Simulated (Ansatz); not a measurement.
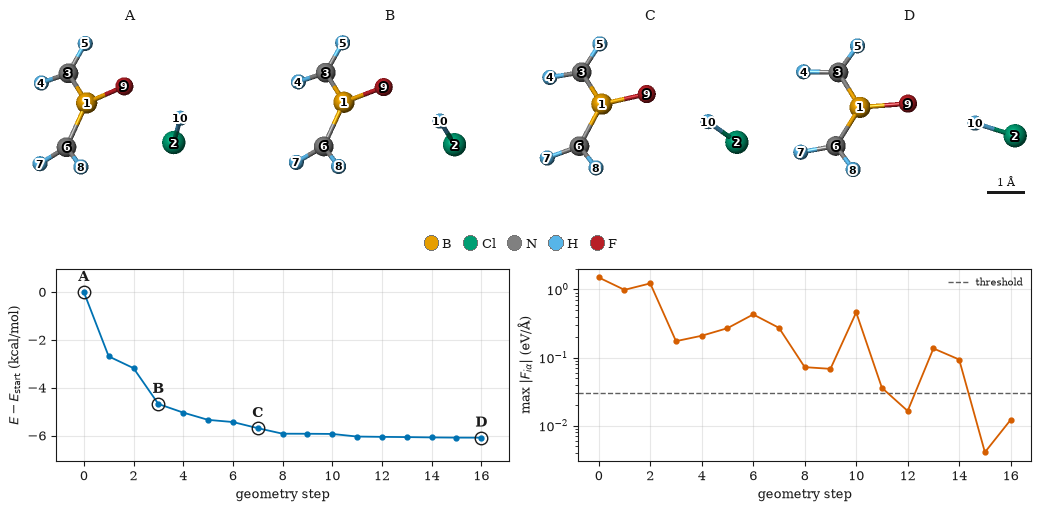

Frames of a relaxation of BN2H5ClF, marked on the history of the run. Style: ball-and-stick. Shown from a free direction.

The run prepares an end point of a later path (reaction) calculation, from a guessed geometry.

Theory: RHF/6-31G* in Ansatz 0.2.0.

Input
```yaml
crystal:
  periodic: [false, false, false]
  atoms:
    - { symbol: B, position_ang: [-0.024349, 0.577748, -0.566027] }
    - { symbol: Cl, position_ang: [-0.06194, 0.057876, 2.467304] }
    - { symbol: "N", position_ang: [1.229981, -0.005749, -0.825287] }
    - { symbol: H, position_ang: [1.342358, -0.927223, -1.179215] }
    - { symbol: H, position_ang: [2.078724, 0.415051, -0.52413] }
    - { symbol: "N", position_ang: [-1.264253, -0.009417, -0.883263] }
    - { symbol: H, position_ang: [-1.369779, -0.940428, -1.214345] }
    - { symbol: H, position_ang: [-2.124889, 0.440358, -0.671661] }
    - { symbol: F, position_ang: [-0.037469, 1.811251, -0.047519] }
    - { symbol: H, position_ang: [-0.128385, 1.288432, 2.004843] }
basis:
  gaussian: { orbitals: "6-31G*" }
hamiltonian:
  xc: hf
relax:
  f_tol: 0.03
  max_steps: 50
```

Launched with:
```bash
ansatz run input.yaml --threads 1 --pin off --max-ram 2048MiB --backend cpu --events-out ev --progress --plain --runs-dir out
```

Describe the path.

After 16 geometry steps the energy has fallen by 6.08 kcal/mol. Largest force component: 1.5 eV/Å at the start, 0.012 eV/Å at the end. The forces were under the threshold at step 12, but the run went on from there. The largest move after the best rigid fit is that of Cl2, 1.75 Å. Largest moves by element: Cl 1.75 Å, F 0.82 Å, H 0.77 Å, N 0.30 Å, B 0.28 Å. Among the contacts that change: Cl2–H10 1.316 → 1.269 Å, B1–F9 1.338 → 1.352 Å. From step 0 to 3: Cl2 moves most (0.58 Å), energy −4.68 kcal/mol. From step 3 to 7: Cl2 moves most (0.62 Å), energy −1.01 kcal/mol. From step 7 to 16: Cl2 moves most (0.57 Å), energy −0.40 kcal/mol.

Limits of the set-up: Hartree-Fock leaves out electron correlation.
